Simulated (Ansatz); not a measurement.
# CH7B2In: reading failed and doubtful runs

3 inputs were typed for CH7B2In. Each is run as it stands; the log then has to tell whether the result can be used.

Method: the settings change from run to run; program: Ansatz 0.2.0, Gaussian basis.

### Step 1. The geometry

The structure was relaxed beforehand with PBE0-D4 in a triple-zeta def2 set. In takes a core potential in def2 sets; no spin-orbit term is included.

SMILES `BB[CH2][InH2]`, 11 atoms, charge 0, spin multiplicity 1.

Atoms are counted from 1 here; the program's logs count them from 0.

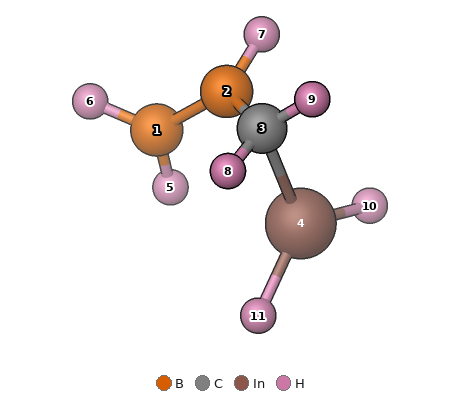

The geometry (boron orange, carbon grey, indium brown, hydrogen pink); atoms are numbered from 1 in the order of the file.

### Step 2. Attempt 1

Input file in.yaml:

```yaml
crystal:
  periodic: [false, false, false]
  atoms:
    - {symbol: B, position_ang: [-1.303278, 1.041126, -0.019585]}
    - {symbol: B, position_ang: [0.355367, 0.983357, -0.007671]}
    - {symbol: C, position_ang: [1.251108, 0.083583, 0.776475]}
    - {symbol: In, position_ang: [0.079970, -1.460321, -0.461636]}
    - {symbol: H, position_ang: [-1.994616, 0.168761, -0.518604]}
    - {symbol: H, position_ang: [-1.950641, 1.975076, 0.357539]}
    - {symbol: H, position_ang: [0.813186, 1.577566, -0.960665]}
    - {symbol: H, position_ang: [0.966014, -0.318531, 1.748029]}
    - {symbol: H, position_ang: [2.326703, 0.079469, 0.614579]}
    - {symbol: H, position_ang: [0.198360, -1.632657, -2.161991]}
    - {symbol: H, position_ang: [-0.742183, -2.497429, 0.633508]}
basis:
  gaussian: {orbitals: STO-3G}
total_charge: -2
hamiltonian: {xc: {name: PBE0}, dispersion: d4}
```

The run is started by

```bash
$ ansatz run in.yaml --threads 4 --pin off --events-out ev --progress --plain --max-ram 10444MiB
```

The log of the run:

```text
Functional definition: PBE0
  name "PBE0"
  cite "Adamo & Barone, J. Chem. Phys. 110, 6158 (1999) doi:10.1063/1.478522"
  cite "Perdew, Burke & Ernzerhof, Phys. Rev. Lett. 77, 3865 (1996) doi:10.1103/PhysRevLett.77.3865"
  parent pbe
  parameter a = 0.25
  parameter kappa = 0.804
  parameter beta = 0.06672455060314922
  exchange = (1 - a)*pbe_x(kappa = kappa, mu = beta*pi^2/3) + a*exact_x
  correlation = pbe_c(beta = beta)
669 factors; integrals over basis functions are off by at most 1.3e-4 eV
mean field evaluation 1: about -157136.0727 eV, gradient 2.9e1 eV
mean field evaluation 2: about -157122.2565 eV, gradient 5.6e1 eV
mean field evaluation 4: about -157138.4370 eV, gradient 2.1e1 eV
mean field evaluation 8: about -157140.6987 eV, gradient 2.5e0 eV
mean field evaluation 16: about -157140.6517 eV, gradient 7.7e-4 eV
mean field -157140.65174320 eV, -5774.8124378034 hartree, gradient 4.9e-5 eV, S^2 0.000000; 0 other end points of the search recorded, 0 dependent functions left out
reference -157140.65176011 eV, -5774.8124384248 hartree; 37, 37 occupied and 12, 12 virtual orbitals, 669 factors
Total energy: -157140.93369536 eV, -5774.8227993540 hartree
```

It took 0.55 s on 4 threads of Arm Neoverse V2, shared host.

Diagnosis: The run converged, but a converged run isn't a right one. The charge is far from anything that the molecule holds. It asks for charge -2; the species has 0. Its energy belongs to another ion. To mend it, type the charge that the molecule really has.

### Step 3. Attempt 2

Input file in.yaml:

```yaml
crystal:
  periodic: [false, false, false]
  atoms:
    - {symbol: B, position_ang: [-1.251147, 0.999481, -0.018801]}
    - {symbol: B, position_ang: [0.341152, 0.944023, -0.007364]}
    - {symbol: C, position_ang: [1.201064, 0.080239, 0.745416]}
    - {symbol: In, position_ang: [0.076771, -1.401908, -0.443170]}
    - {symbol: H, position_ang: [-1.914831, 0.162011, -0.497860]}
    - {symbol: H, position_ang: [-1.872615, 1.896073, 0.343238]}
    - {symbol: H, position_ang: [0.780658, 1.514463, -0.922238]}
    - {symbol: H, position_ang: [0.927374, -0.305789, 1.678108]}
    - {symbol: H, position_ang: [2.233635, 0.076290, 0.589996]}
    - {symbol: H, position_ang: [0.190426, -1.567350, -2.075511]}
    - {symbol: H, position_ang: [-0.712496, -2.397532, 0.608168]}
basis:
  gaussian: {orbitals: def2-SVPD}
magnetization: {spin_polarized: true, initial_magnetization: 6}
hamiltonian: {xc: {name: BHLYP}}
output: {forces: true}
```

Same command.

The log of the run, shortened:

```text
Functional definition: BHLYP
  name "BHLYP"
  cite "Becke, J. Chem. Phys. 98, 1372 (1993) doi:10.1063/1.464304"
  cite "Becke, Phys. Rev. A 38, 3098 (1988) doi:10.1103/PhysRevA.38.3098"
  cite "Lee, Yang & Parr, Phys. Rev. B 37, 785 (1988) doi:10.1103/PhysRevB.37.785"
[...]
1579 factors; integrals over basis functions are off by at most 9.2e-4 eV
[...]
mean field -7654.70680508 eV, -281.3052865402 hartree, gradient 3.8e-6 eV, S^2 12.028589; 4 other end points of the search recorded, 0 dependent functions left out
[...]
reference -7654.70702955 eV, -281.3052947890 hartree; 25, 19 occupied and 123, 129 virtual orbitals, 1579 factors
Total energy: -7654.70702955 eV, -281.3052947890 hartree
Atom 0 at    -1.251147     0.999481    -0.018801 Å, force    -4.169050     0.485394     0.071288 eV/Å
Atom 1 at     0.341152     0.944023    -0.007364 Å, force     0.602077     2.148265    -3.888275 eV/Å
Atom 2 at     1.201064     0.080239     0.745416 Å, force     3.497997    -0.806373     5.424956 eV/Å
Atom 3 at     0.076771    -1.401908    -0.443170 Å, force     1.620959    -0.606645     0.580166 eV/Å
Atom 4 at    -1.914831     0.162011    -0.497860 Å, force    -0.100838    -1.238720    -0.853823 eV/Å
Atom 5 at    -1.872615     1.896073     0.343238 Å, force    -0.150038     1.542908     0.988257 eV/Å
Atom 6 at     0.780658     1.514463    -0.922238 Å, force    -0.167642     1.175449    -0.961143 eV/Å
Atom 7 at     0.927374    -0.305789     1.678108 Å, force    -0.142368    -0.544333     1.891704 eV/Å
Atom 8 at     2.233635     0.076290     0.589996 Å, force     1.714607    -0.044688    -0.364311 eV/Å
Atom 9 at     0.190426    -1.567350    -2.075511 Å, force    -0.862482    -0.675676    -4.008364 eV/Å
Atom 10 at    -0.712496    -2.397532     0.608168 Å, force    -1.843222    -1.435579     1.119545 eV/Å
Dipole moment:     0.174595    -0.434557     0.014083 e Å
```

Wall time 7.5 s (4 threads of Arm Neoverse V2, shared host); peak memory 0.53 GiB.

What is wrong: The run converged, but a converged run isn't a right one. The spin is set far too high for this molecule. Its coordinates are also moved off the relaxed structure (shortest distance 1.04 Å, against 1.09 Å), and have to be restored too. It asks for 6 unpaired electrons; the ground state has 0. Its energy belongs to an excited spin state, not the ground state. To mend it, set initial_magnetization back to that of the ground state.

### Step 4. Attempt 3

Input file in.yaml:

```yaml
crystal:
  periodic: [false, false, false]
  atoms:
    - {symbol: B, position_ang: [-1.303278, 1.041126, -0.019585]}
    - {symbol: B, position_ang: [0.355367, 0.983357, -0.007671]}
    - {symbol: C, position_ang: [1.251108, 0.083583, 0.776475]}
    - {symbol: In, position_ang: [0.079970, -1.460321, -0.461636]}
    - {symbol: H, position_ang: [-1.994616, 0.168761, -0.518604]}
    - {symbol: H, position_ang: [-1.950641, 1.975076, 0.357539]}
    - {symbol: H, position_ang: [0.813186, 1.577566, -0.960665]}
    - {symbol: H, position_ang: [0.966014, -0.318531, 1.748029]}
    - {symbol: Xx, position_ang: [2.326703, 0.079469, 0.614579]}
    - {symbol: H, position_ang: [0.198360, -1.632657, -2.161991]}
    - {symbol: H, position_ang: [-0.742183, -2.497429, 0.633508]}
basis:
  gaussian: {orbitals: def2-SVPD}
hamiltonian: {xc: {name: RPBE}, dispersion: d3bjatm}
output: {forces: true}
```

Launched as before.

The log of the run:

```text
Error: YAML parse error: error: line 12 column 16: `Xx` is not an element symbol (H … Og, case-exact)
  --> <input>:12:16
   |
10 |     - {symbol: H, position_ang: [0.813186, 1.577566, -0.960665]}
11 |     - {symbol: H, position_ang: [0.966014, -0.318531, 1.748029]}
12 |     - {symbol: Xx, position_ang: [2.326703, 0.079469, 0.614579]}
   |                ^ `Xx` is not an element symbol (H … Og, case-exact)
13 |     - {symbol: H, position_ang: [0.198360, -1.632657, -2.161991]}
14 |     - {symbol: H, position_ang: [-0.742183, -2.497429, 0.633508]}
   |
```

It took 0.05 s on 4 threads of Arm Neoverse V2, shared host.

What is wrong: The program refused the input. An element symbol is wrong. Fix: correct the symbol.

### Step 5. Summary

| attempt | level | ended | cause | time |
| --- | --- | --- | --- | --- |
| 1 | PBE0/STO-3G | converged | the charge is far from anything that the molecule holds | 0.55 s |
| 2 | BHLYP/def2-SVPD | converged | the spin is set far too high for this molecule | 7.5 s |
| 3 | RPBE/def2-SVPD | refused | an element symbol is wrong | 0.05 s |

**Reading.** 2 converged, 1 refused. A refusal costs next to no computing time. The dangerous case is the input that converges on a wrong geometry, charge, spin, basis or grid: often only a look at the input shows it.

A small anion of this charge may not be bound in the gas phase; the finite basis can hold electrons that would leave.
